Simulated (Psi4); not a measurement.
# GeClF (SMILES [F][Ge][Cl]): B3LYP/6-31G

Aim: the vertical electron affinity of GeClF at B3LYP/6-31G, from 2 runs. Input form: a Python script.

The results are computed with Psi4 1.11.

**1. Starting point**

The species is GeClF (3 atoms), meant as a singlet with charge 0. SMILES: `[F][Ge][Cl]`. The coordinates come from a PBE0-D4/def2-TZVP relaxation.

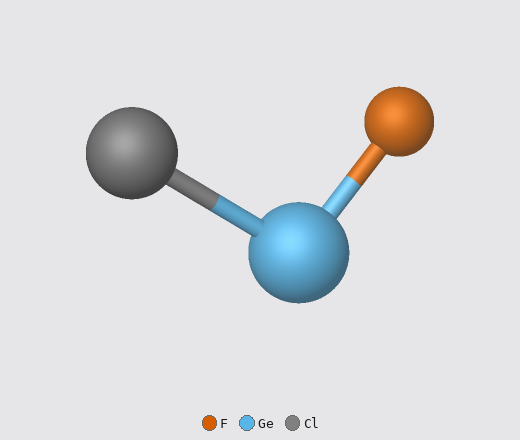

The structure, seen from a chosen angle (fluorine orange, germanium blue, chlorine grey).

**2. The energy at B3LYP/6-31G**

job.py

```python
import psi4

psi4.set_memory(1600000000)
psi4.set_num_threads(1)
psi4.core.set_output_file('psi4.out', False)

m = psi4.geometry("""
F      0.110400     1.418700     0.206200
Ge    -0.762800     0.035600    -0.410300
Cl     0.641600    -1.519100     0.191000
units angstrom
symmetry c1
""")

psi4.set_options({
    'basis': '6-31G',
    'reference': 'rks',
    'puream': True,
    'scf_type': 'pk',
    'dft_radial_points': 99,
    'dft_spherical_points': 590,
})

e = psi4.energy('b3lyp')
print(f'total energy {e:.8f} hartree = {e * 27.211386:.5f} eV')
for k, v in sorted(psi4.core.scalar_variables().items()):
    print(f'{k:45s} {v:18.10f}')
```

Command:

```
$ python job.py
```

psi4.out:

```text
[...]
  Running in c1 symmetry.
[...]
  Nuclear repulsion =  246.377351934708940
[...]
  Multiplicity = 1
[...]
  Nalpha       = 29
  Nbeta        = 29
[...]
    Number of basis functions: 49
[...]
   @RKS iter   1: -2635.65719545812590   -2.43968e+00   5.25650e-02 DIIS/ADIIS
[...]
   @RKS iter   8: -2636.77538466992200   -3.89341e-08   7.29575e-07 DIIS
[...]
    Orbital Energies [Eh]
    ---------------------
    Doubly Occupied:
       1A   -398.743714     2A   -101.523939     3A    -49.817329
       4A    -44.342140     5A    -44.341072     6A    -44.340099
       7A    -24.681472     8A     -9.460052     9A     -7.219749
      10A     -7.215147    11A     -7.213187    12A     -6.261887
      13A     -4.435669    14A     -4.433465    15A     -4.429583
      16A     -1.253250    17A     -1.236929    18A     -1.235614
      19A     -1.232476    20A     -1.230360    21A     -1.149518
      22A     -0.835191    23A     -0.544697    24A     -0.428954
      25A     -0.417456    26A     -0.410393    27A     -0.342615
      28A     -0.335064    29A     -0.304838
[...]
  @RKS Final Energy: -2636.77538466992200
   => Energetics <=
    Nuclear Repulsion Energy =            246.3773519347089405
    One-Electron Energy =               -4160.4838032987681800
    Two-Electron Energy =                1372.2588249501420705
    DFT Exchange-Correlation Energy =     -94.9277582560045374
    Empirical Dispersion Energy =           0.0000000000000000
    VV10 Nonlocal Energy =                  0.0000000000000000
    Total Energy =                      -2636.7753846699215501
[...]
 Multipole Moments:
 ------------------------------------------------------------------------------------
     Multipole            Electronic (a.u.)      Nuclear  (a.u.)        Total (a.u.)
 ------------------------------------------------------------------------------------
 L = 1.  Multiply by 2.5417464519 to convert [e a0] to [Debye]
 Dipole X            :         -5.1622299            4.0496531           -1.1125768
 Dipole Y            :          2.4273554           -2.3583850            0.0689704
 Dipole Z            :         -0.0000000            0.0000000           -0.0000000
 Magnitude           :                                                    1.1147125
[...]
```

The script printed:

```text
total energy -2636.77538467 hartree = -71750.31279 eV
CURRENT ENERGY                                  -2636.7753846699
CURRENT REFERENCE ENERGY                        -2636.7753846699
DD SOLVATION ENERGY                                 0.0000000000
DFT FUNCTIONAL TOTAL ENERGY                     -2636.7753846699
DFT TOTAL ENERGY                                -2636.7753846699
DFT VV10 ENERGY                                     0.0000000000
DFT XC ENERGY                                     -94.9277582560
GRID ELECTRONS ALPHA                               28.9999998233
GRID ELECTRONS BETA                                28.9999998233
GRID ELECTRONS TOTAL                               57.9999996465
NUCLEAR REPULSION ENERGY                          246.3773519347
ONE-ELECTRON ENERGY                             -4160.4838032988
PCM POLARIZATION ENERGY                             0.0000000000
PE ENERGY                                           0.0000000000
SCF ITERATION ENERGY                            -2636.7753846699
SCF ITERATIONS                                      8.0000000000
SCF TOTAL ENERGY                                -2636.7753846699
TWO-ELECTRON ENERGY                              1372.2588249501
XC GRID RADIAL POINTS                              99.0000000000
XC GRID SPHERICAL POINTS                          590.0000000000
XC GRID TOTAL POINTS                           166206.0000000000
```

Wall time 3.9 s (1 thread of AMD EPYC 9R45 (Zen 5), shared host); peak memory 0.4 GiB.

**3. The doublet anion**

calc.py

```python
import psi4

psi4.set_memory('1600 MB')
psi4.set_num_threads(1)
psi4.set_output_file('psi4.out', False)

mol = psi4.geometry("""
-1 2
F      0.110400     1.418700     0.206200
Ge    -0.762800     0.035600    -0.410300
Cl     0.641600    -1.519100     0.191000
units angstrom
symmetry c1
""")

options = {'reference': 'uks', 'puream': True, 'scf_type': 'pk', 'dft_radial_points': 99, 'dft_spherical_points': 590, 'maxiter': 100}
psi4.set_options(options)

energy_value, wavefunction = psi4.energy("b3lyp/6-31G", return_wfn=True)
print(f'total energy {energy_value:.8f} hartree = {energy_value * 27.211386:.5f} eV')
```

Command:

```
$ python calc.py
```

psi4.out:

```text
[...]
  Running in c1 symmetry.
[...]
  Nuclear repulsion =  246.377351934708940
[...]
  Multiplicity = 2
[...]
  Nalpha       = 30
  Nbeta        = 29
[...]
    Number of basis functions: 49
[...]
   @UKS iter   1: -2635.50694285894861   -2.28943e+00   5.36110e-02 ADIIS/DIIS
[...]
   @UKS iter   9: -2636.80523606000634   -5.15456e-09   2.83901e-07 DIIS
[...]
   @S^2 Observed:                7.509943941E-01
[...]
    Orbital Energies [Eh]
    ---------------------
    Alpha Occupied:
       1A   -398.450899     2A   -101.297439     3A    -49.525706
       4A    -44.050204     5A    -44.049467     6A    -44.049074
       7A    -24.430267     8A     -9.233588     9A     -6.993134
      10A     -6.988425    11A     -6.988000    12A     -5.971795
      13A     -4.146550    14A     -4.142405    15A     -4.140798
      16A     -0.975863    17A     -0.947979    18A     -0.943946
      19A     -0.943432    20A     -0.940660    21A     -0.894841
      22A     -0.608535    23A     -0.302743    24A     -0.195927
      25A     -0.184330    26A     -0.174551    27A     -0.127684
      28A     -0.118735    29A     -0.072010    30A      0.060432
    Alpha Virtual:
[...]
  @UKS Final Energy: -2636.80523606000634
   => Energetics <=
    Nuclear Repulsion Energy =            246.3773519347089405
    One-Electron Energy =               -4175.5899307592517289
    Two-Electron Energy =                1387.5670504573165545
    DFT Exchange-Correlation Energy =     -95.1597076927802163
    Empirical Dispersion Energy =           0.0000000000000000
    VV10 Nonlocal Energy =                  0.0000000000000000
    Total Energy =                      -2636.8052360600067914
  UHF NO Occupations:
  HONO-2 :   28  A 1.9999201
  HONO-1 :   29  A 1.9996588
[...]
 Multipole Moments:
 ------------------------------------------------------------------------------------
     Multipole            Electronic (a.u.)      Nuclear  (a.u.)        Total (a.u.)
 ------------------------------------------------------------------------------------
 L = 1.  Multiply by 2.5417464519 to convert [e a0] to [Debye]
 Dipole X            :         -4.4990933            4.0496531           -0.4494402
 Dipole Y            :          2.3532954           -2.3583850           -0.0050896
 Dipole Z            :          0.0000000            0.0000000            0.0000000
 Magnitude           :                                                    0.4494690
[...]
```

The script printed:

```text
total energy -2636.80523606 hartree = -71751.12509 eV
```

Wall time 4.8 s (1 thread of AMD EPYC 9R45 (Zen 5), shared host); peak memory 0.4 GiB.

**4. What came out**

At B3LYP/6-31G:

| quantity | value |
| --- | --- |
| singlet GeClF: total energy | -2636.77538 Eh |
| singlet GeClF: dipole moment | 2.83 D |
| singlet GeClF: HOMO energy | -8.30 eV |
| singlet GeClF: LUMO energy | -3.27 eV |
| singlet GeClF: HOMO–LUMO gap | 5.03 eV |
| doublet anion: total energy | -2636.80524 Eh |
| doublet anion: HOMO energy (highest over α and β) | 1.64 eV |
| doublet anion: LUMO energy (lowest over α and β) | 3.95 eV |
| doublet anion: ⟨S²⟩ | 0.751 |
| vertical electron affinity (to the doublet anion) | 0.812 eV |

At fixed nuclei the extra electron is bound by 0.81 eV (18.7 kcal/mol). The basis has no diffuse functions, so the error can be as large as this value. The HOMO (doublet anion) lies at positive energy, 1.64 eV, from the functional's self-interaction, a short basis or an electron that isn't bound; only total energies against the neutral tell.
